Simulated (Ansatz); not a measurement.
# Rhodium, hcp under r²SCAN: ground state and equation of state

Aim: take rhodium in the hcp structure, relax it, solve it on a dense k-mesh, then scale the cell to 7 volumes from 88 to 112 % of the relaxed one and try a fit of the equation of state. The start is ferromagnetic. The k-meshes are 13×13×7 for the relaxation; 22×22×12 for the dense run; 22×22×12 for the volumes.

This is Rh in the hcp structure; at room conditions it is fcc.

Program: Ansatz 0.2.0. Level of theory: DFT r2SCAN, plane waves (500 eV) with PAW, scalar-relativistic; PAW files made under PBE, frozen cores solved again for the functional. These are calculated values, not measurements.

## (1) The system as given

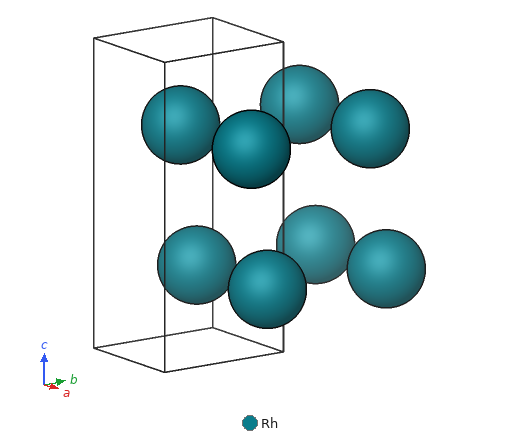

Start, viewed slightly off an axis; rhodium blue. 2×2×1 cells are drawn. Any atoms on the faces are drawn again on the opposite ones.

Coordinates:

```xyz
2
Lattice="2.6892 0.0000 0.0000 -1.3446 2.3289 0.0000 0.0000 0.0000 4.3915" Properties=species:S:1:pos:R:3 pbc="T T T"
Rh    0.0000    1.5526    1.0979
Rh    1.3446    0.7763    3.2936
```

Starting moments (μB): +1 ×2.

## (2) Relaxing cell and atoms

Input file input.yaml:

```yaml
crystal:
  lattice:
    - [2.6891940459, 0.0, 0.0]
    - [-1.3445970229, 2.3289103594, 0.0]
    - [0.0, 0.0, 4.3914538769]
  atoms:
    - { symbol: Rh, position: [0.3333333333, 0.6666666667, 0.25], spin: 1.0 }
    - { symbol: Rh, position: [0.6666666667, 0.3333333333, 0.75], spin: 1.0 }
hamiltonian:
  xc: r2scan
  pseudopotentials:
    kind: paw
    azcp:
      Rh: "pseudopotentials/Rh.paw.azcp"
basis:
  ecutwfc: 500
  fft_grid_basis: typed
kpoints:
  mp_grid: { grid: [13, 13, 7], shift: [0, 0, 0] }
magnetization:
  spin_polarized: true
scf:
  occupations: { method: fermi_dirac, width: 0.05 }
relax:
  max_steps: 60
  f_tol: 0.01
  cell: {}
```

Output:

```text
Warning: RAYON_NUM_THREADS=2 ignored (pool sized by the plan → 2); use --threads N
Engine: ansatz 0.2.0, aarch64-unknown-linux-gnu
Pseudopotentials: kind: paw
Pseudopotential: Rh, paw, valence charge 17, recommended cutoff 500 eV (meta_gga), <dir>
Functional definition: r2SCAN
  parameter k0 = 0.174
  parameter k1 = 0.065
  parameter a1 = 4.9479
  exchange = r2scan_x(k0 = k0, k1 = k1, a1 = a1)
  correlation = r2scan_c
Crystal: 2 atoms, lattice volume = 27.503 Å³
Basis set: ecut = 500 eV, 701 PW (Γ), exchange–correlation on 80×80×144 points (64 copies of the dense FFT grid, shifted against one another)
Bands: 22, of which v1, the nominal top of the filled ones, is band 17 counted from 1 (16 counted from 0)
Symmetry: 24 space group operations
Space group: P63/mmc (ITA 194), of the structure as read, at distance tolerance 3.0e-5 Å
Magnetic group: BNS 194.263 (UNI 1493), of the structure as read, at distance tolerance 3.0e-5 Å
k-points: 84 of 1183
Non-local potential: Rh, projectors of the file, l = 0: 3, l = 1: 2, l = 2: 2, l = 3: 1
PAW form: soft (Blöchl's): semilocal exchange-correlation on the pseudo side does not see the compensation charge
PAW frozen core: Rh, regenerated for the run's functional (the file was generated under x = pbe(κ = 0.804, μ = 0.2195149727645171), c = pbe(β = 0.06672455060314922))
PAW one-centre angular grid: Rh, 590 points (default); XC on 160 Gauss nodes
Initial density: superposition of atomic densities (chi_scale 0.1, normalization cell)
Starting moments: Σ|m| = 2 μB on 2 of 2 sites
Initial wavefunctions: pseudopotential atomic-orbital guess
Functional: x = r2scan, c = r2scan; τ floored in thin density (d = 2e-4 eV/Å³)
SCF iter   1: F=—  HF=-12831.417607 eV  |F-HF|=—  |Δ(HF+E_count)|=         —  Δρ=5.07e-2 (↑5.07e-2 ↓4.89e-2)  dr2=2.49e0  dr2_τ=1.73e-2  dr2_m=2.86e-2  M=1.462 μB ∫|m|=1.481 μB  β_m=1.00  ethr=3.10e-3  ⟨swp⟩=4.9  Hψ=14716  notcnv=0
Mixer restart at iter 1: flushing history
preconditioner: auto → none  [metal: Δε(μ)=0.003 eV  Ē_g=9.767 eV  σ=0.050 eV  W_gap=0.02  n_scr=8 (ndim 8)  ℏωp=30.0 eV  f_vac=0.000  D(μ)=3.14/eV (n_scr^D=36)  sad-step TF]
SCF iter   2: F=—  HF=-12830.610619 eV  |F-HF|=—  |Δ(HF+E_count)|=   8.07e-1  Δρ=3.05e-2 (↑2.91e-2 ↓3.05e-2)  dr2=9.33e-1  dr2_τ=9.74e-3  dr2_m=1.68e-3  M=1.348 μB ∫|m|=1.444 μB  β_m=0.50  ethr=3.10e-3  ⟨swp⟩=2.3  Hψ=6325  notcnv=0  defer=15  κ⁻¹=1.0e0(r=1)
SCF iter   3: F=—  HF=-12830.385119 eV  |F-HF|=—  |Δ(HF+E_count)|=   2.26e-1  Δρ=1.00e-2 (↑1.00e-2 ↓9.04e-3)  dr2=4.68e-2  dr2_τ=8.24e-4  dr2_m=5.87e-3  M=1.212 μB ∫|m|=1.405 μB  β_m=0.93  ethr=2.74e-3  ⟨swp⟩=2.4  Hψ=6243  notcnv=0  defer=15  κ⁻¹=3.5e-2(r=2)
SCF iter   4: F=—  HF=-12830.454831 eV  |F-HF|=—  |Δ(HF+E_count)|=         —  Δρ=1.25e-2 (↑1.17e-2 ↓1.25e-2)  dr2=9.58e-3  dr2_τ=3.02e-3  dr2_m=3.04e-2  M=0.946 μB ∫|m|=1.086 μB  β_m=1.00  ethr=1.38e-4  ⟨swp⟩=2.5  Hψ=7274  notcnv=0  defer=15
Mixer restart at iter 4: flushing history
SCF iter   5: F=—  HF=-12830.883897 eV  |F-HF|=—  |Δ(HF+E_count)|=         —  Δρ=5.16e-2 (↑5.16e-2 ↓5.13e-2)  dr2=5.24e-3  dr2_τ=5.77e-2  dr2_m=6.65e-1  M=-0.409 μB ∫|m|=0.409 μB  β_m=1.00  ethr=2.82e-5  ⟨swp⟩=2.0  Hψ=6205  notcnv=0  defer=15
Mixer restart at iter 5: flushing history
SCF iter   6: F=—  HF=-12830.461732 eV  |F-HF|=—  |Δ(HF+E_count)|=   4.22e-1  Δρ=3.29e-3 (↑3.29e-3 ↓2.69e-3)  dr2=4.02e-4  dr2_τ=2.39e-4  dr2_m=2.15e-3  M=-0.269 μB ∫|m|=0.272 μB  β_m=0.88  ethr=1.47e-4  ⟨swp⟩=2.3  Hψ=7110  notcnv=0  defer=15
SCF iter   7: F=—  HF=-12830.463764 eV  |F-HF|=—  |Δ(HF+E_count)|=   2.03e-3  Δρ=2.11e-3 (↑2.11e-3 ↓1.91e-3)  dr2=2.13e-5  dr2_τ=7.40e-5  dr2_m=1.01e-3  M=-0.212 μB ∫|m|=0.225 μB  β_m=1.00  ethr=1.18e-6  ⟨swp⟩=2.2  Hψ=7619  notcnv=0  κ⁻¹=1.0e0(r=1)
SCF iter   8: F=—  HF=-12830.463626 eV  |F-HF|=—  |Δ(HF+E_count)|=   1.38e-4  Δρ=1.49e-3 (↑1.44e-3 ↓1.49e-3)  dr2=6.02e-6  dr2_τ=4.58e-5  dr2_m=5.38e-4  M=-0.142 μB ∫|m|=0.160 μB  β_m=1.00  ethr=6.27e-8  ⟨swp⟩=2.0  Hψ=6658  notcnv=0  κ⁻¹=4.5e-2(r=2)
SCF iter   9: F=—  HF=-12830.462881 eV  |F-HF|=—  |Δ(HF+E_count)|=   7.45e-4  Δρ=1.29e-3 (↑1.17e-3 ↓1.29e-3)  dr2=3.63e-6  dr2_τ=2.71e-5  dr2_m=3.77e-4  M=-0.008 μB ∫|m|=0.021 μB  β_m=1.00  ethr=1.77e-8  ⟨swp⟩=3.6  Hψ=9941  notcnv=0  κ⁻¹=1.0e-2(r=3)
SCF iter  10: F=—  HF=-12830.461965 eV  |F-HF|=—  |Δ(HF+E_count)|=   9.16e-4  Δρ=7.28e-4 (↑7.28e-4 ↓3.87e-4)  dr2=2.76e-5  dr2_τ=3.80e-6  dr2_m=5.41e-5  M=0.274 μB ∫|m|=0.292 μB  β_m=1.00  ethr=1.07e-8  ⟨swp⟩=4.1  Hψ=11306  notcnv=0  κ⁻¹=7.6e-3(r=4)
SCF iter  11: F=—  HF=-12830.461925 eV  |F-HF|=—  |Δ(HF+E_count)|=   3.99e-5  Δρ=3.50e-4 (↑3.50e-4 ↓2.50e-4)  dr2=1.44e-5  dr2_τ=7.23e-7  dr2_m=5.20e-6  M=0.285 μB ∫|m|=0.306 μB  β_m=1.00  ethr=1.07e-8  ⟨swp⟩=3.2  Hψ=8700  notcnv=0  κ⁻¹=6.3e-3(r=5)
SCF iter  12: F=—  HF=-12830.462115 eV  |F-HF|=—  |Δ(HF+E_count)|=   1.89e-4  Δρ=9.74e-5 (↑7.78e-5 ↓9.74e-5)  dr2=1.43e-6  dr2_τ=9.21e-8  dr2_m=3.42e-7  M=0.248 μB ∫|m|=0.267 μB  β_m=1.00  ethr=1.07e-8  ⟨swp⟩=3.3  Hψ=9128  notcnv=0  κ⁻¹=1.7e-3(r=6)
SCF iter  13: F=—  HF=-12830.462203 eV  |F-HF|=—  |Δ(HF+E_count)|=   8.81e-5  Δρ=8.38e-5 (↑8.38e-5 ↓7.91e-5)  dr2=1.42e-7  dr2_τ=1.56e-7  dr2_m=1.59e-6  M=0.217 μB ∫|m|=0.234 μB  β_m=1.00  ethr=4.20e-9  ⟨swp⟩=3.3  Hψ=8919  notcnv=0  κ⁻¹=1.6e-4(r=7)
SCF iter  14: F=—  HF=-12830.462239 eV  |F-HF|=—  |Δ(HF+E_count)|=   3.64e-5  Δρ=5.36e-5 (↑5.36e-5 ↓4.89e-5)  dr2=1.65e-7  dr2_τ=5.35e-8  dr2_m=4.80e-7  M=0.191 μB ∫|m|=0.207 μB  β_m=1.00  ethr=4.19e-10  ⟨swp⟩=3.0  Hψ=9658  notcnv=0  κ⁻¹=1.3e-5(r=8)
SCF iter  15: F=—  HF=-12830.462261 eV  |F-HF|=—  |Δ(HF+E_count)|=   2.16e-5  Δρ=5.62e-5 (↑5.62e-5 ↓5.00e-5)  dr2=4.02e-8  dr2_τ=6.25e-8  dr2_m=6.56e-7  M=0.170 μB ∫|m|=0.184 μB  β_m=1.00  ethr=4.19e-10  ⟨swp⟩=4.0  Hψ=10147  notcnv=0  κ⁻¹=1.5e-5(r=8)
SCF iter  16: F=—  HF=-12830.462271 eV  |F-HF|=—  |Δ(HF+E_count)|=   1.04e-5  Δρ=3.61e-5 (↑3.61e-5 ↓3.01e-5)  dr2=4.00e-8  dr2_τ=2.34e-8  dr2_m=2.27e-7  M=0.154 μB ∫|m|=0.167 μB  β_m=1.00  ethr=1.18e-10  ⟨swp⟩=3.0  Hψ=9678  notcnv=0  κ⁻¹=4.1e-6(r=8)
SCF iter  17: F=—  HF=-12830.462283 eV  |F-HF|=—  |Δ(HF+E_count)|=   1.14e-5  Δρ=3.00e-5 (↑3.00e-5 ↓2.57e-5)  dr2=8.44e-9  dr2_τ=1.80e-8  dr2_m=1.90e-7  M=0.131 μB ∫|m|=0.142 μB  β_m=1.00  ethr=1.18e-10  ⟨swp⟩=3.5  Hψ=10158  notcnv=0  κ⁻¹=1.4e-6(r=8)
SCF iter  18: F=—  HF=-12830.462292 eV  |F-HF|=—  |Δ(HF+E_count)|=   9.39e-6  Δρ=2.42e-5 (↑2.30e-5 ↓2.42e-5)  dr2=3.15e-9  dr2_τ=1.24e-8  dr2_m=1.36e-7  M=0.101 μB ∫|m|=0.109 μB  β_m=1.00  ethr=2.48e-11  ⟨swp⟩=4.0  Hψ=11342  notcnv=0  κ⁻¹=2.3e-6(r=8)
SCF iter  19: F=—  HF=-12830.462298 eV  |F-HF|=—  |Δ(HF+E_count)|=   5.55e-6  Δρ=9.39e-6 (↑9.39e-6 ↓9.17e-6)  dr2=6.00e-10  dr2_τ=2.11e-9  dr2_m=2.11e-8  M=0.070 μB ∫|m|=0.076 μB  β_m=1.00  ethr=9.26e-12  ⟨swp⟩=4.4  Hψ=12221  notcnv=0  κ⁻¹=5.1e-6(r=8)
SCF iter  20: F=—  HF=-12830.462299 eV  |F-HF|=—  |Δ(HF+E_count)|=   8.41e-7  Δρ=1.00e-5 (↑9.58e-6 ↓1.00e-5)  dr2=1.11e-9  dr2_τ=2.21e-9  dr2_m=2.27e-8  M=0.063 μB ∫|m|=0.068 μB  β_m=1.00  ethr=1.77e-12  ⟨swp⟩=4.0  Hψ=11393  notcnv=0  κ⁻¹=7.3e-6(r=8)
SCF iter  21: F=—  HF=-12830.462301 eV  |F-HF|=—  |Δ(HF+E_count)|=   2.12e-6  Δρ=3.70e-6 (↑2.99e-6 ↓3.70e-6)  dr2=4.88e-10  dr2_τ=2.70e-10  dr2_m=2.39e-9  M=0.034 μB ∫|m|=0.037 μB  β_m=1.00  ethr=1.77e-12  ⟨swp⟩=5.0  Hψ=13678  notcnv=0  κ⁻¹=2.0e-5(r=8)
SCF iter  22: F=—  HF=-12830.462301 eV  |F-HF|=—  |Δ(HF+E_count)|=   4.44e-7  Δρ=3.95e-6 (↑3.10e-6 ↓3.95e-6)  dr2=3.77e-10  dr2_τ=2.41e-10  dr2_m=2.74e-9  M=0.021 μB ∫|m|=0.023 μB  β_m=1.00  ethr=1.43e-12  ⟨swp⟩=4.3  Hψ=12134  notcnv=0  κ⁻¹=7.4e-5(r=8)
SCF iter  23: F=—  HF=-12830.462301 eV  |F-HF|=—  |Δ(HF+E_count)|=   1.37e-7  Δρ=3.25e-6 (↑2.26e-6 ↓3.25e-6)  dr2=3.64e-10  dr2_τ=1.41e-10  dr2_m=1.57e-9  M=0.016 μB ∫|m|=0.018 μB  β_m=1.00  ethr=1.11e-12  ⟨swp⟩=4.0  Hψ=11355  notcnv=0  κ⁻¹=7.1e-6(r=8)
SCF iter  24: F=—  HF=-12830.462301 eV  |F-HF|=—  |Δ(HF+E_count)|=   1.06e-7  Δρ=1.38e-6 (↑1.38e-6 ↓1.19e-6)  dr2=2.28e-10  dr2_τ=2.15e-11  dr2_m=1.38e-10  M=0.011 μB ∫|m|=0.011 μB  β_m=1.00  ethr=1.07e-12  ⟨swp⟩=4.0  Hψ=11333  notcnv=0  κ⁻¹=4.1e-5(r=8)
SCF iter  25: F=—  HF=-12830.462301 eV  |F-HF|=—  |Δ(HF+E_count)|=   6.94e-8  Δρ=4.36e-6 (↑4.36e-6 ↓3.93e-6)  dr2=3.69e-9  dr2_τ=1.20e-10  dr2_m=5.03e-10  M=0.002 μB ∫|m|=0.002 μB  β_m=1.00  ethr=1.00e-12  ⟨swp⟩=1.0  Hψ=15742  notcnv=0  κ⁻¹=6.4e-5(r=8)
SCF iter  26: F=—  HF=-12830.462301 eV  |F-HF|=—  |Δ(HF+E_count)|=   5.80e-9  Δρ=1.30e-6 (↑9.73e-7 ↓1.30e-6)  dr2=2.45e-10  dr2_τ=1.10e-11  dr2_m=6.39e-11  M=-0.001 μB ∫|m|=0.001 μB  β_m=1.00  ethr=1.00e-12  ⟨swp⟩=4.0  Hψ=11734  notcnv=0  κ⁻¹=1.5e-5(r=8)
SCF iter  27: F=—  HF=-12830.462301 eV  |F-HF|=—  |Δ(HF+E_count)|=  9.20e-10  Δρ=1.17e-6 (↑1.17e-6 ↓6.40e-7)  dr2=1.30e-10  dr2_τ=8.87e-12  dr2_m=8.56e-11  M=-0.001 μB ∫|m|=0.002 μB  β_m=1.00  ethr=1.00e-12  ⟨swp⟩=1.0  Hψ=12822  notcnv=0  κ⁻¹=6.1e-5(r=8)
SCF iter  28: F=-12830.462301 eV  HF=-12830.462301 eV  |F-HF|=3.06e-10  |Δ(HF+E_count)|=   1.51e-9  Δρ=6.36e-7 (↑6.36e-7 ↓2.57e-7)  dr2=3.90e-11  dr2_τ=1.72e-12  dr2_m=1.84e-11  M=-0.000 μB ∫|m|=0.000 μB  ethr=1.00e-12  ⟨swp⟩=3.6  Hψ=10466  notcnv=0
WARN: the starting moments were not kept: the SCF closed with an absolute magnetisation of 4.5e-4 μB, where they sum to 2 μB in size (2 sites). That is at most 0.1 of that sum. Measured as dr2_m measures the in/out step, that magnetisation stands 7.0e-8 eV from none, at or under the dr2_threshold of 1.0e-7 eV: it is no larger than a step whose dr2_m would equal this threshold. The system may hold no moment; this SCF shows only that its start led to no more than that. To try another start: raise the starting moments (crystal.atoms[].spin, magnetization.per_species, magnetization.initial_magnetization, or on a non-collinear deck that types none of these the spinor_matrix: blocks that start its atoms; where the total moment is fixed, keep their sum and leave initial_magnetization as it is; typed ones take the place of any that the run laid by itself, positive ones on a crystal's lanthanoids without a Hubbard term where scf.initial_density.shell_occupations: [] is typed) or, if the notice of its spin-set hold's release reads "site moments contracting" or "site moments show no strong build", lengthen the hold (scf.mixing.spin_hold: { on: { confirm: 4 } }; for m-r²SCAN on two components see the key's manual first). Each may lead to a state that holds a moment. A second SCF, from the converged charge density, with the starting moments and any scf.initial_density.shell_occupations laid on it anew, would have followed, and was not run: the deck does not ask for one (magnetization.retry_lost_moments is false, the default). To let it run, set magnetization.retry_lost_moments: true and run the deck again, where that key's refused combinations let it; where memory then withholds it, that run's warning says so.
SCF 1 converged in 28 iterations: F = -12830.462301 eV  dr2 = 3.90e-11
relax step   1: F+E_penalty+E_count = -12830.46230142 eV  Δ(F+E_penalty+E_count) = +0.000e0 eV  max|allowed force component| = 1.850e-17 eV/Å  Δτ_max = 0.0000 Å  P = +0.328 GPa  Ω = 27.503 Å³  (28 SCF iters, dr2 threshold 1.00e-7 eV, accepted)
[... 64 lines left out ...]
relax step   2: F+E_penalty+E_count = -12830.46454357 eV  Δ(F+E_penalty+E_count) = -2.242e-3 eV  max|allowed force component| = 3.701e-17 eV/Å  Δτ_max = 0.0000 Å  P = -0.247 GPa  Ω = 27.563 Å³  energy of the carried Pulay correction = -1.031e-5 eV  (52 SCF iters, dr2 threshold 2.00e-7 eV, accepted)
[... 51 lines left out ...]
relax step   3: F+E_penalty+E_count = -12830.46456203 eV  Δ(F+E_penalty+E_count) = -1.845e-5 eV  max|allowed force component| = 1.619e-17 eV/Å  Δτ_max = 0.0000 Å  P = +0.177 GPa  Ω = 27.521 Å³  energy of the carried Pulay correction = -6.115e-7 eV  (39 SCF iters, dr2 threshold 1.79e-7 eV, accepted)
[... 38 lines left out ...]
relax step   4: F+E_penalty+E_count = -12830.46456822 eV  Δ(F+E_penalty+E_count) = -6.195e-6 eV  max|allowed force component| = 3.932e-17 eV/Å  Δτ_max = 0.0000 Å  P = -0.000 GPa  Ω = 27.538 Å³  energy of the carried Pulay correction = -4.664e-6 eV  (29 SCF iters, dr2 threshold 1.18e-7 eV, accepted)
[... 20 lines left out ...]
relax step   5: F+E_penalty+E_count = -12830.46457592 eV  Δ(F+E_penalty+E_count) = -7.701e-6 eV  max|allowed force component| = 3.701e-17 eV/Å  Δτ_max = 0.0000 Å  P = +0.000 GPa  Ω = 27.538 Å³  stress off target by 1.87e-3 GPa  SCF on the basis re-selected at this cell (its energy is not comparable with the rows above)  (13 SCF iters)
basis re-selected at this cell: Δ(F+E_penalty+E_count) = -7.701e-6 eV, ΔP = +0.001 GPa vs the last step (what re-selecting the basis moved, of the pressure what is left beyond the Pulay correction that the steps carried, after the strain that the cell walked since its last selection, with what the two solves' SCF thresholds leave and, on support functions, any second-order correction that the steps lacked; it is no measure of the basis error at this ecutwfc). The dense FFT grid was sized anew with the basis: this SCF ran on 20×20×32 points, the steps before it on 20×20×36, so part of this shift can come from that change (see relax.cell in the input reference). This SCF's stress stands 1.87e-3 GPa from its target on what of the cell is left free (relax.cell.stress_tol is 5.00e-2 GPa) and its largest allowed force component is 3.70e-17 eV/Å (relax.f_tol is 1.00e-2 eV/Å): within both
SCF converged after 13 iterations
Stability not checked: this state was not tested for a lower state beside it, because the mixer in use, unlike msr1, does not test its closes by its own steps (another_mixer; see scf.mixing.algorithm and scf.lower_state_search)
Magnetization: -0.0007 μB (16.9997 up, 17.0003 down)
Absolute magnetization: 0.0007 μB (∫|ρ↑−ρ↓|, with the PAW one-centre terms)
Spin contamination: 0.0000 ħ² per cell (⟨S²⟩ above its minimum at these occupations)
Per-site moments (μB) at R_I (Å): [(-0.00035887528524721087, 1.1053370878686544), (-0.00035887528524726356, 1.1053370878686544)]
Free energy (F): -12830.464576 eV
Harris-Foulkes:  -12830.464576 eV  (|F-HF|=3.64e-12)
Internal energy: -12830.436215 eV  (E = F + TS)
E sigma→0 (E₀):  -12830.450395 eV
Entropy (-TS):   -0.028361 eV (-14.181 meV/atom)
Fermi energy:    22.289172 eV
--- Per-component energies (eV) ---
  E_band       = -205.432156
  E_kinetic    = 1146.499906
  E_local      = -3133.659436  (includes V_loc(G=0)·N_el)
  E_nonlocal   = 710.991236
  E_hartree    = 1103.012616
  E_xc         = -433.559541
  E_vxc        = -628.199591  (∫ρ·V_xc dr)
  E_paw        = -7208.523137  (= ΣΔE_a)
  E_vpaw       = -549.604509  (= ΣTr[D̂ρ^β])
  E_aug_tail   = 0.001309  (compensation charges beyond the density's cutoff)
  E_vtau       = 42.513771  (kinetic-family band-sum trace: ∫τ·v_τ [+ j·A + Jᵃ·Aᵃ] dr)
  E_ewald      = -5014.459249
  E_core_change = -0.739919  (= ΣΔE_core)
  E_smearing   = -0.028361  (= −TS)
  E_closure    = 0.000000  (closes the sum)
  Σ components = -12830.464576   (vs F -12830.464576, Δ=0.00e0)
--- Forces (eV/Å), atoms counted from 1 ---
  atom   1  Rh    -0.00000000    -0.00000000     0.00000000
  atom   2  Rh     0.00000000     0.00000000     0.00000000
  max |Σ_I F_I| component: 4.63e-18 eV/Å
--- Stress (GPa, compression-positive) ---
        0.001423       0.000000      -0.000000
        0.000000       0.001423       0.000000
       -0.000000       0.000000      -0.001873
  P = ⅓ Tr σ = 0.0003 GPa (0.003 kbar)
--- Relaxed structure (4 steps of the walk, 4 accepted, 1 SCFs on fresh bases) ---
  F+E_penalty+E_count = -12830.46457592 eV   max|allowed force component| = 3.701e-17 eV/Å   (the final SCF, on the basis selected at the relaxed cell)
  cell:  # Å, volume = 27.5385 Å³
    - [2.7012216335903907, -2.899659299715686e-11, 0.0]
    - [-1.3506108167700834, 2.3393265559558776, 0.0]
    - [0.0, 0.0, 4.35801966387927]
  atoms:
    - { symbol: Rh, position: [0.33333333333333326, 0.6666666666666666, 0.25] }
    - { symbol: Rh, position: [0.6666666666666666, 0.3333333333333333, 0.7499999999999999] }
```

Run time: 2.2 min. Hardware: 2 threads of an Arm CPU, shared host; peak memory 0.43 GiB.

Relaxation path:

| step | energy change (meV/atom) | largest force (eV/Å) | pressure (GPa) | volume (Å³/atom) |
| --- | --- | --- | --- | --- |
| 1 | 0.00 | 0.0000 | 0.33 | 13.752 |
| 2 | -1.12 | 0.0000 | -0.25 | 13.781 |
| 3 | -1.13 | 0.0000 | 0.18 | 13.761 |
| 4 | -1.13 | 0.0000 | 0.00 | 13.769 |
| 5 | -1.14 | 0.0000 | 0.00 | 13.769 |

Steps that repeat a cell are solved on a basis chosen anew, so their changes of energy are no gain of the relaxation.

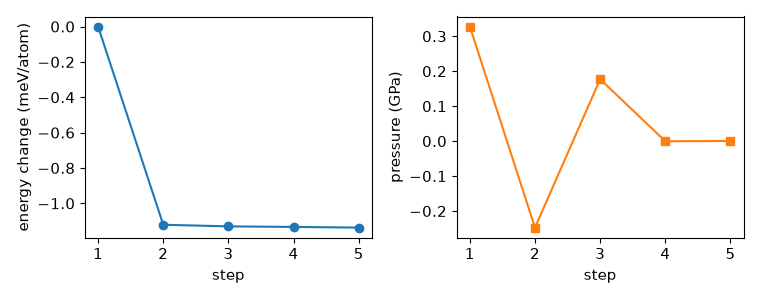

Energy and pressure over the accepted steps.

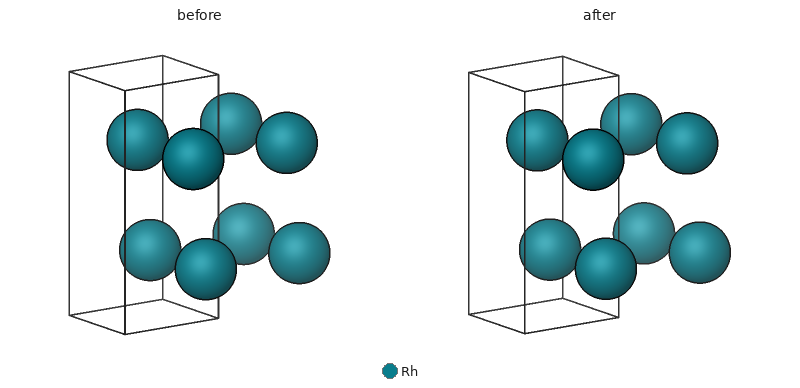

Start and end of the relaxation side by side. The cells drawn are those of the first picture.

Changes in the cell that was computed:

|  | before | after | change |
| --- | --- | --- | --- |
| a (Å) | 2.689 | 2.701 | +0.4 % |
| b (Å) | 2.689 | 2.701 | +0.4 % |
| c (Å) | 4.391 | 4.358 | -0.8 % |
| volume (Å³/atom) | 13.752 | 13.769 | +0.1 % |
| shortest distance (Å) | 2.689 | 2.680 | -0.4 % |
| space group (spins left aside) | P6_3/mmc | P6_3/mmc | same |

[end of part 1 of 2]
